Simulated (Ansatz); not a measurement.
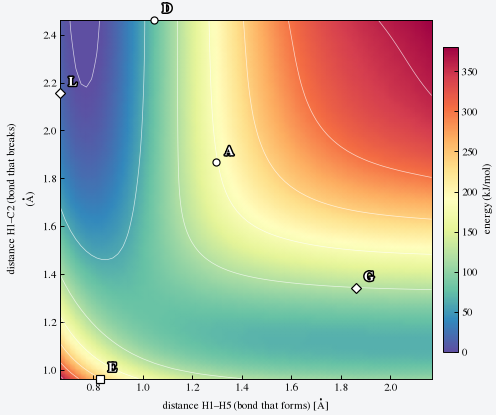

The reacting system C3H7 (fragments C₃H₆ + H where the first distance is long, H₂ + C₃H₅ where the second is long), spin multiplicity 2. 
- First axis: distance H1–H5 (bond that forms). Second axis: distance H1–C2 (bond that breaks).
- Relaxed at each point: all other coordinates.
- The grid has 7 × 7 points.
- Points are written as (first, second).
- All energies are given in kJ/mol relative to the lowest grid point.
- In part of the range the unrestricted reference is strongly spin-contaminated.
- Theory: UKS r2SCAN0-D4/def2-SVP in Ansatz.

In the figure: a smooth colour map with a few white contour lines, lettered points. Between grid points the surface is interpolated.

Is G the lowest point of the computed grid?

Answer. No. G lies 120 kJ/mol above the lowest grid point, which is at (0.826 Å, 2.463 Å).

Rank the lettered points by energy, lowest first.

Answer. L (19 kJ/mol), D (77 kJ/mol), G (120 kJ/mol), A (178 kJ/mol), E (243 kJ/mol).

What kind of point is each of A, G: minimum, saddle, maximum or slope?

Answer. A: on a slope; G: on a slope. (In these two coordinates alone; a stationary point may lie a little off the grid point.)
